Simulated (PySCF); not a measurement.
**B3LYP/STO-6G run of GaH2Cl (SMILES [H][Ga]([H])[Cl])**

Aim: the vertical singlet–triplet gap of GaH2Cl at B3LYP/STO-6G, from 2 runs. Input form: a Python script.

The results are computed with PySCF 2.14.0.

27 further runs of the same task are left out: 16 that didn't finish, 11 set aside as unsound or not needed.

## 1. The system as given

The species is GaH2Cl (4 atoms), meant as a singlet with charge 0. SMILES: `[H][Ga]([H])[Cl]`. The shape comes from GFN2-xTB, which is rough for such elements, and wasn't checked as a minimum.

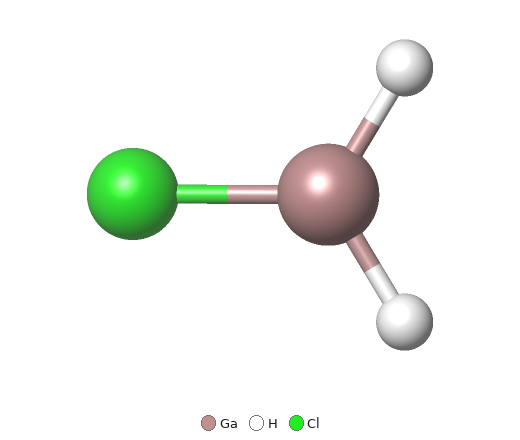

Viewed from a chosen angle; gallium pink, hydrogen white, chlorine green.

## 2. The energy at B3LYP/STO-6G

File mol.xyz:

```xyz
4
ClGaH2
Ga     0.057870     0.096670    -0.000620
H      1.622030     0.103190     0.012100
H     -0.675260     1.478330    -0.019590
Cl    -1.004640    -1.678190     0.008110
```

File input.py:

```python
# GaH2Cl
from pyscf import gto, dft

mol = gto.Mole()
mol.atom = 'mol.xyz'
mol.basis = 'sto-6g'
mol.spin = 0
mol.verbose = 4
mol.max_memory = 1860
mol.build()

mf = dft.RKS(mol, xc='b3lyp')
mf.grids.level = 5
mf.conv_tol = 1e-10
mf.kernel()
if not mf.converged:
    mf = mf.newton().run(mf.mo_coeff, mf.mo_occ)

energy = mf.e_tot
print('E = %.10f Eh' % energy)
```

Run with:

```sh
OMP_NUM_THREADS=1 python input.py
```

Log:

```text
PySCF version 2.14.0

[INPUT] num. atoms = 4
[INPUT] num. electrons = 50
[INPUT] charge = 0
[INPUT] spin (= nelec alpha-beta = 2S) = 0
[INPUT] symmetry False subgroup None
[INPUT] Mole.unit = angstrom
[INPUT] Symbol           X                Y                Z      unit          X                Y                Z       unit  Magmom
[INPUT]  1 Ga     0.057870000000   0.096670000000  -0.000620000000 AA    0.109358450829   0.182679824462  -0.001171630197 Bohr   0.0
[INPUT]  2 H      1.622030000000   0.103190000000   0.012100000000 AA    3.065192465828   0.195000838794   0.022865686107 Bohr   0.0
[INPUT]  3 H     -0.675260000000   1.478330000000  -0.019590000000 AA   -1.276056462874   2.793638821728  -0.037019734780 Bohr   0.0
[INPUT]  4 Cl    -1.004640000000  -1.678190000000   0.008110000000 AA   -1.898494453783  -3.171319484984   0.015325678870 Bohr   0.0

nuclear repulsion = 161.654819592774
number of shells = 15
number of NR pGTOs = 174
number of NR cGTOs = 29
basis = sto-6g
ecp = {}

******** <class 'pyscf.dft.rks.RKS'> ********
method = RKS
initial guess = minao
damping factor = 0
level_shift factor = 0
DIIS = <class 'pyscf.scf.diis.CDIIS'>
diis_start_cycle = 1
diis_space = 8
diis_damp = 0
SCF conv_tol = 1e-10
SCF conv_tol_grad = None
SCF max_cycles = 50
direct_scf = True
direct_scf_tol = 1e-13
XC library pyscf.dft.libxc version 7.0.0
    S. Lehtola, C. Steigemann, M. J.T. Oliveira, and M. A.L. Marques.,  SoftwareX 7, 1–5 (2018)
XC functionals = b3lyp
    P. J. Stephens, F. J. Devlin, C. F. Chabalowski, and M. J. Frisch.,  J. Phys. Chem. 98, 11623 (1994)
radial grids:
    Treutler-Ahlrichs [JCP 102, 346 (1995); DOI:10.1063/1.469408] (M4) radial grids

becke partition: Becke, JCP 88, 2547 (1988); DOI:10.1063/1.454033
pruning grids: <function nwchem_prune>
grids dens level: 5
symmetrized grids: False
atomic radii adjust function: <function treutler_atomic_radii_adjust>
small_rho_cutoff = 0
Set gradient conv threshold to 1e-05
Initial guess from minao.
tot grids = 135408
init E= -2371.96532227564
  HOMO = -0.510426315750116  LUMO = -0.324575947313273  gap/eV = 5.05725
cycle= 1 E= -2373.78212647657  delta_E= -1.82  |g|= 0.367  |ddm|= 2.21
  HOMO = 0.245358650662439  LUMO = 0.249070322178928  gap/eV = 0.10100
cycle= 2 E= -2365.81605997851  delta_E= 7.97  |g|= 6.01  |ddm|= 6.71
  HOMO = 0.0389621313274512  LUMO = 0.0471628666882979  gap/eV = 0.22315
cycle= 3 E= -2371.57412394645  delta_E= -5.76  |g|= 2.65  |ddm|= 3.92
  HOMO = -0.0201622057387476  LUMO = -0.0166422543380915  gap/eV = 0.09578
cycle= 4 E= -2372.28868625906  delta_E= -0.715  |g|= 1.85  |ddm|= 0.971
  HOMO = -0.212847169939338  LUMO = -0.0612339146569432  gap/eV = 4.12561
cycle= 5 E= -2373.78902774285  delta_E= -1.5  |g|= 0.391  |ddm|= 3.47
  HOMO = -0.208816450207388  LUMO = -0.0570287038459978  gap/eV = 4.13035
cycle= 6 E= -2373.80578996042  delta_E= -0.0168  |g|= 0.349  |ddm|= 0.19
  HOMO = -0.177666780051422  LUMO = -0.048254591210256  gap/eV = 3.52149
cycle= 7 E= -2373.83143303465  delta_E= -0.0256  |g|= 0.297  |ddm|= 0.247
  HOMO = -0.0967115937837282  LUMO = -0.0271378809221455  gap/eV = 1.89320
cycle= 8 E= -2373.8791190393  delta_E= -0.0477  |g|= 0.0255  |ddm|= 0.796
  HOMO = -0.089645169342793  LUMO = -0.0252604500106884  gap/eV = 1.75200
cycle= 9 E= -2373.87979368818  delta_E= -0.000675  |g|= 0.0268  |ddm|= 0.18
  HOMO = -0.0983327872147609  LUMO = -0.0261702861226867  gap/eV = 1.96364
cycle= 10 E= -2373.88023200052  delta_E= -0.000438  |g|= 0.00555  |ddm|= 0.112
  HOMO = -0.103039051232957  LUMO = -0.0259738471262259  gap/eV = 2.09705
cycle= 11 E= -2373.8804460712  delta_E= -0.000214  |g|= 0.00212  |ddm|= 0.149
  HOMO = -0.104507625705222  LUMO = -0.0261160133978219  gap/eV = 2.13314
cycle= 12 E= -2373.88045432921  delta_E= -8.26e-06  |g|= 0.000817  |ddm|= 0.031
  HOMO = -0.104394498148511  LUMO = -0.0261216095399133  gap/eV = 2.12991
cycle= 13 E= -2373.88045437223  delta_E= -4.3e-08  |g|= 0.000747  |ddm|= 0.00164
  HOMO = -0.104435819032498  LUMO = -0.0260924002060687  gap/eV = 2.13183
cycle= 14 E= -2373.88045464127  delta_E= -2.69e-07  |g|= 0.000115  |ddm|= 0.00364
  HOMO = -0.10438790357413  LUMO = -0.0260891982735533  gap/eV = 2.13062
cycle= 15 E= -2373.88045465486  delta_E= -1.36e-08  |g|= 1.97e-05  |ddm|= 0.000961
  HOMO = -0.104369556422068  LUMO = -0.0260883059822962  gap/eV = 2.13014
cycle= 16 E= -2373.88045465824  delta_E= -3.38e-09  |g|= 1.58e-05  |ddm|= 0.000634
  HOMO = -0.104387449477502  LUMO = -0.0260851108174841  gap/eV = 2.13072
cycle= 17 E= -2373.88045466207  delta_E= -3.84e-09  |g|= 5.68e-05  |ddm|= 0.00129
  HOMO = -0.104388433689729  LUMO = -0.0260870573601193  gap/eV = 2.13069
cycle= 18 E= -2373.88045466398  delta_E= -1.9e-09  |g|= 2.56e-05  |ddm|= 0.000389
  HOMO = -0.104382130993826  LUMO = -0.0260884444943858  gap/eV = 2.13048
cycle= 19 E= -2373.88045466473  delta_E= -7.57e-10  |g|= 2.33e-06  |ddm|= 0.00025
  HOMO = -0.104381802306778  LUMO = -0.0260884254458948  gap/eV = 2.13047
cycle= 20 E= -2373.88045466479  delta_E= -5.28e-11  |g|= 2.06e-06  |ddm|= 4.53e-05
  HOMO = -0.104381667833816  LUMO = -0.0260884081488267  gap/eV = 2.13047
Extra cycle  E= -2373.88045466483  delta_E= -4.05e-11  |g|= 2.2e-06  |ddm|= 4.03e-05
converged SCF energy = -2373.88045466483
E = -2373.8804546648 Eh
```

Run time: 7.5 s. Hardware: 1 thread of Arm Neoverse V2, shared host; peak memory 0.23 GiB.

## 3. The triplet, same level

File run.py:

```python
from pyscf import gto, dft

molecule = gto.M(
    atom='Ga 0.057870 0.096670 -0.000620; H 1.622030 0.103190 0.012100; H -0.675260 1.478330 -0.019590; Cl -1.004640 -1.678190 0.008110',
    spin=2,
    max_memory=1860,
    verbose=3,
    basis='sto-6g',
)

mf = dft.UKS(molecule, xc='b3lyp')
mf.conv_tol = 1e-10
mf.grids.level = 5
mf.kernel()
if not mf.converged:
    mf = mf.newton().run(mf.mo_coeff, mf.mo_occ)

e_tot = mf.e_tot
print(f'total energy: {e_tot:.8f} hartree')
```

Run with:

```sh
OMP_NUM_THREADS=1 python run.py
```

Log:

```text
WARN: HOMO -0.324575947313282 >= LUMO -0.510426315750115

WARN: HOMO -0.12776130084868 >= LUMO -0.131382188722917

WARN: HOMO -0.12786663623239 >= LUMO -0.132521065036778

WARN: HOMO -0.128145469381998 >= LUMO -0.132573873280989

WARN: HOMO -0.128075756372868 >= LUMO -0.132371055655219

WARN: HOMO -0.128087801945708 >= LUMO -0.132406779818029

WARN: HOMO -0.128088369730904 >= LUMO -0.13241529866654

WARN: HOMO -0.128085972378147 >= LUMO -0.132393465635138

WARN: HOMO -0.128088090944206 >= LUMO -0.132406422147661

WARN: HOMO -0.128087953367436 >= LUMO -0.132406175747844

WARN: HOMO -0.128087658123954 >= LUMO -0.132405063004477

WARN: HOMO -0.128087893178013 >= LUMO -0.132405989442043

WARN: HOMO -0.128087924528449 >= LUMO -0.132406091619207

WARN: HOMO -0.128087864671953 >= LUMO -0.132405820372543

converged SCF energy = -2373.86368642174  <S^2> = 2.0039171  2S+1 = 3.0026103
total energy: -2373.86368642 hartree
```

Wall time 9.6 s (1 thread of Arm Neoverse V2, shared host); peak memory 0.25 GiB.

## 4. Summary of results

Level: B3LYP/STO-6G.

| quantity | value |
| --- | --- |
| singlet: total energy | -2373.88045 Eh |
| singlet: dipole moment | 1.27 D |
| singlet: HOMO energy | -2.84 eV |
| singlet: LUMO energy | -0.71 eV |
| singlet: HOMO–LUMO gap | 2.13 eV |
| triplet: total energy | -2373.86369 Eh |
| triplet: dipole moment | 1.06 D |
| triplet: HOMO energy (highest over α and β) | -3.49 eV |
| triplet: ⟨S²⟩ | 2.004 |
| vertical energy of the triplet above the singlet | 0.456 eV |

**Reading.** At this shape the triplet lies 0.46 eV (44.0 kJ/mol) above the singlet. In a minimal basis such a difference can be off by several eV, whatever the method. Mulliken charges (singlet) run from -0.25 on Cl4 to +0.35 on Ga1; they depend strongly on the basis.
